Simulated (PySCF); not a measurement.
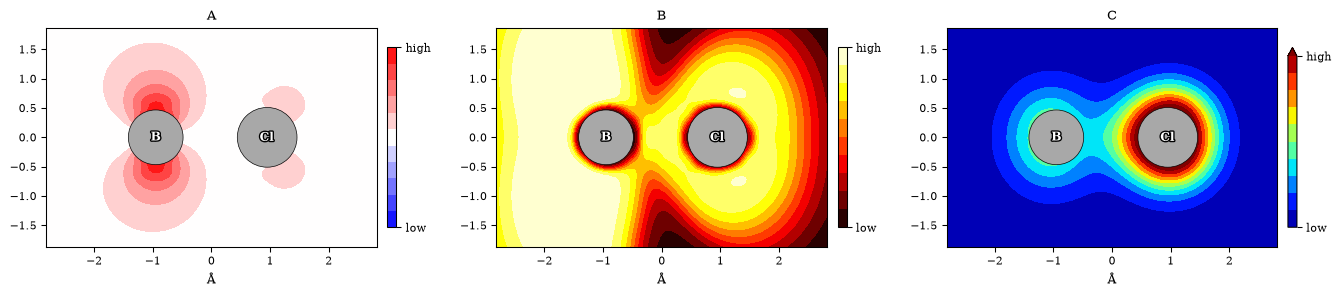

BCl (charge −1, doublet): 3 fields on a plane that holds the molecular axis, with unlabelled colour scales. Grey discs cover the atomic cores.

These are results of PySCF, PBE0/aug-cc-pVDZ(-PP), non-relativistic Hamiltonian with scalar-relativistic core potentials where named, at a bond length of 1.900 Å, not measurements.

Which field does each panel show? The fields are: electron density, electron localisation function and spin density.

Answer. Panel A: spin density (confined to the atoms that carry the unpaired spin). Panel B: electron localisation function. Panel C: electron density. From the grid: B–Cl (1.90 Å): ρ at the midpoint is about 0.99 e/Å³; the ELF peaks at about 0.85 between the atoms: a polar covalent bond.
